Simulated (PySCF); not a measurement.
Molecule: SMILES [PH4+] (charge +1). Atoms near the plane z = 0.0 Å, at the CAM-B3LYP/def2-SVP optimised geometry (x, y, z in Å): P1 (-0.5, -0.3, 0.0), H4 (-0.9, 1.0, 0.0), H5 (0.9, -0.3, 0.0).

Computed with CAM-B3LYP/def2-TZVP (PySCF). Cells within 0.4 Å of a nucleus heavier than hydrogen are left out (blank, or x). The values are rescaled to run from 0 to 1.

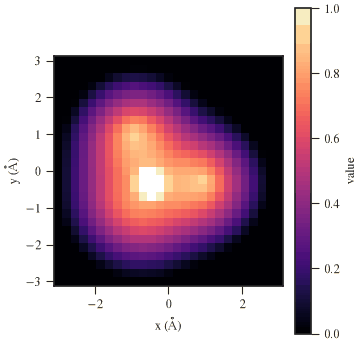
Figure: a field on the plane z = 0.0 Å.

Problem. Which quantity is mapped?
A. electron localisation function
B. deformation density (molecule minus spherical neutral atoms)
C. log10 of the electron density
D. electrostatic potential

Solution. C, log10 of the electron density. In full: log10 of the electron density (e/bohr³), floored at −4.
